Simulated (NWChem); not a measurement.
# One shape, several levels: GaH2SeF3 (SMILES [F][Ga-]([F])([F])[SeH2+])

We compute a comparison of 3 runs (HF/STO-3G, HF/3-21G, B3LYP/6-31G*) of GaH2SeF3. 

The results are computed with NWChem 7.3.0.

## (1) The system as given

GaH2SeF3: 7 atoms, total charge 0, spin state singlet. As SMILES, `[F][Ga-]([F])([F])[SeH2+]`. The shape is that of a PBE0-D4/def2-TZVP optimisation.

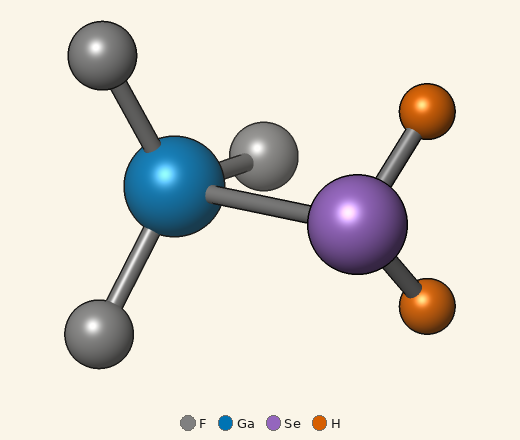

The structure, seen from a chosen angle (fluorine grey, gallium blue, selenium purple, hydrogen orange).

## (2) Energy and gradient at HF/STO-3G (run 1)

Contents of sp.nw:

```
START sp
TITLE "F3GaH2Se gradient"
memory stack 880 mb heap 220 mb global 1100 mb
GEOMETRY units angstroms noautosym nocenter noautoz
   F      0.482200    -1.068500     1.960600
   Ga     0.288600    -0.999100     0.223100
   F     -1.298300    -1.378300    -0.415200
   F      1.663500    -1.389900    -0.785700
   Se     0.273400     1.580000    -0.080900
   H     -1.073800     1.704700     0.494200
   H     -0.274400     1.483100    -1.441800
END
BASIS spherical bse
   * library STO-3G
END
SCF
   singlet
   rhf
   thresh 1e-08
   maxiter 80
END
TASK scf gradient
```

Run with:

```sh
$ nwchem sp.nw > sp.out
```

Log:

```text
[...]
  functions       =    53
[...]
  wavefunction    = RHF
[...]
         Total SCF energy =  -4569.707545325567
      One-electron energy =  -7809.119043056388
      Two-electron energy =   2540.522057635973
 Nuclear repulsion energy =    698.889440094847
        Time for solution =      7.0s
[...]
                         RHF ENERGY GRADIENTS
    atom               coordinates                        gradient
                 x          y          z           x          y          z
   1 F       0.911226  -2.019172   3.704997    0.006621  -0.004141   0.053547
   2 Ga      0.545375  -1.888025   0.421598   -0.005735   0.043796  -0.007467
   3 F      -2.453431  -2.604609  -0.784614   -0.048064  -0.016455  -0.018767
   4 F       3.143559  -2.626530  -1.484758    0.042681  -0.013966  -0.030264
   5 Se      0.516651   2.985767  -0.152879    0.024259  -0.002737   0.010402
   6 H      -2.029188   3.221416   0.933903   -0.012512  -0.002527   0.002682
   7 H      -0.518541   2.802653  -2.724607   -0.007250  -0.003970  -0.010133
[...]
```

Wall time 9.9 s (1 thread of Intel Xeon Platinum 8252C at 3.80GHz (Skylake/Cascade Lake), shared host); peak memory 0.1 GiB.

## (3) Energy and gradient at HF/3-21G (run 2)

Contents of job.nw:

```
echo
start job
title "F3GaH2Se"
memory stack 880 mb heap 220 mb global 1100 mb

geometry units angstrom noautosym nocenter noautoz
F     0.482200   -1.068500    1.960600
Ga    0.288600   -0.999100    0.223100
F    -1.298300   -1.378300   -0.415200
F     1.663500   -1.389900   -0.785700
Se    0.273400    1.580000   -0.080900
H    -1.073800    1.704700    0.494200
H    -0.274400    1.483100   -1.441800
end

basis spherical bse
* library 3-21G
end

scf
thresh 1e-08
maxiter 80
end

task scf gradient
```

Run with:

```sh
$ nwchem job.nw > job.out
```

Log:

```text
[...]
  functions       =    75
[...]
  wavefunction    = RHF
[...]
         Total SCF energy =  -4600.355825542897
      One-electron energy =  -7817.675253531483
      Two-electron energy =   2518.429987893738
 Nuclear repulsion energy =    698.889440094847
        Time for solution =      6.1s
[...]
                         RHF ENERGY GRADIENTS
    atom               coordinates                        gradient
                 x          y          z           x          y          z
   1 F       0.911226  -2.019172   3.704997    0.004731   0.000055   0.037260
   2 Ga      0.545375  -1.888025   0.421598   -0.004404   0.026358  -0.004894
   3 F      -2.453431  -2.604609  -0.784614   -0.034317  -0.008492  -0.013784
   4 F       3.143559  -2.626530  -1.484758    0.030002  -0.006779  -0.021507
   5 Se      0.516651   2.985767  -0.152879    0.009526  -0.003928   0.004393
   6 H      -2.029188   3.221416   0.933903   -0.002107  -0.003788  -0.002288
   7 H      -0.518541   2.802653  -2.724607   -0.003431  -0.003426   0.000820
[...]
```

Wall time 9.3 s (1 thread of Intel Xeon Platinum 8252C at 3.80GHz (Skylake/Cascade Lake), shared host); peak memory 0.1 GiB.

## (4) Energy and forces at B3LYP/6-31G(d) (Cartesian functions) (run 3)

Contents of calc.xyz:

```xyz
7

F      0.482200    -1.068500     1.960600
Ga     0.288600    -0.999100     0.223100
F     -1.298300    -1.378300    -0.415200
F      1.663500    -1.389900    -0.785700
Se     0.273400     1.580000    -0.080900
H     -1.073800     1.704700     0.494200
H     -0.274400     1.483100    -1.441800
```

Contents of run.py:

```python
from ase.io import read
from ase.calculators.nwchem import NWChem

mol = read('calc.xyz')

calc = NWChem(
    label='calc',
    theory='dft',
    memory='2200 mb',
    basis='6-31G*',
    dft={'xc': 'b3lyp', 'mult': '1', 'grid': 'fine', 'convergence': 'energy 1e-08', 'iterations': '100', 'mulliken': None, 'print': 'low'},
)
mol.calc = calc

forces = mol.get_forces()
print("Total energy (eV):", round(mol.get_potential_energy(), 6))
print("forces (eV/A):")
for s, f in zip(mol.symbols, forces):
    print(f"{s:2s} {f[0]:10.5f} {f[1]:10.5f} {f[2]:10.5f}")
```

Run with:

```sh
$ export ASE_NWCHEM_COMMAND="nwchem PREFIX.nwi > PREFIX.nwo"
$ python run.py
```

Log:

```text
Total energy (eV): -125900.924047
forces (eV/A):
F     0.01527   -0.03425    0.13740
Ga    0.02170   -0.12233    0.02304
F    -0.11878   -0.04268   -0.04597
F     0.10588   -0.05914   -0.07472
Se    0.25819    0.21736    0.08089
H    -0.20379    0.03785    0.08881
H    -0.07852    0.00324   -0.20944
```

The calculator wrote calc.nwi:

```
title "calc"

permanent_dir calc

scratch_dir calc

start calc

geometry units angstrom nocenter noautosym noautoz
  F  4.8220000000000002e-01 -1.0685000000000000e+00 1.9605999999999999e+00
  Ga 2.8860000000000002e-01 -9.9909999999999999e-01 2.2309999999999999e-01
  F  -1.2983000000000000e+00 -1.3783000000000001e+00 -4.1520000000000001e-01
  F  1.6635000000000000e+00 -1.3898999999999999e+00 -7.8569999999999995e-01
  Se 2.7339999999999998e-01 1.5800000000000001e+00 -8.0900000000000000e-02
  H  -1.0738000000000001e+00 1.7047000000000001e+00 4.9419999999999997e-01
  H  -2.7439999999999998e-01 1.4831000000000001e+00 -1.4418000000000000e+00
end

memory 2200 mb

basis noprint
   * library 6-31G*
end

dft
  xc b3lyp
  mult 1
  grid fine
  convergence energy 1e-08
  iterations 100
  mulliken
  print low
end

task dft gradient
```

calc.nwo, cut to the lines that bear on the results:

```text
[...]
         Total DFT energy =    -4626.773657699954
      One electron energy =    -7840.683381088105
           Coulomb energy =     2709.540439276384
    Exchange-Corr. energy =     -194.520155983080
 Nuclear repulsion energy =      698.889440094846
[... 23 lines left out ...]
    Atom       Charge   Shell Charges
 -----------   ------   -------------------------------------------------------
[...]
                         DFT ENERGY GRADIENTS
    atom               coordinates                        gradient
                 x          y          z           x          y          z
   1 F       0.911226  -2.019172   3.704997   -0.000297   0.000666  -0.002672
   2 Ga      0.545375  -1.888025   0.421598   -0.000422   0.002379  -0.000448
   3 F      -2.453431  -2.604609  -0.784614    0.002310   0.000830   0.000894
   4 F       3.143559  -2.626530  -1.484758   -0.002059   0.001150   0.001453
   5 Se      0.516651   2.985767  -0.152879   -0.005021  -0.004227  -0.001573
   6 H      -2.029188   3.221416   0.933903    0.003963  -0.000736  -0.001727
   7 H      -0.518541   2.802653  -2.724607    0.001527  -0.000063   0.004073
 Task  times  cpu:       55.7s     wall:       55.7s
 Total times  cpu:       55.7s     wall:       55.7s
```

Wall time 57 s (1 thread of Intel Xeon Platinum 8252C at 3.80GHz (Skylake/Cascade Lake), shared host); peak memory 0.13 GiB.

## (5) The series

```tsv
run	level	Cartesian functions	iteration cap	energy (Eh)	dipole moment (D)	HOMO energy (eV)	LUMO energy (eV)	wall time
1	HF/STO-3G	no	80	-4569.707545	5.10	-6.26	7.70	9.9 s
2	HF/3-21G	no	80	-4600.355826	5.22	-12.56	2.22	9.3 s
3	B3LYP/6-31G* (Cartesian functions)	yes	100	-4626.773658	–	–	–	57 s
```

## (6) What came out

| quantity | value |
| --- | --- |
| run 3: total energy | -4626.77366 Eh |
| run 3: largest force on an atom | 0.347 eV/Å |

In run 1 the basis is minimal, so the values are rough. All runs together took 76 s, the longest 57 s.
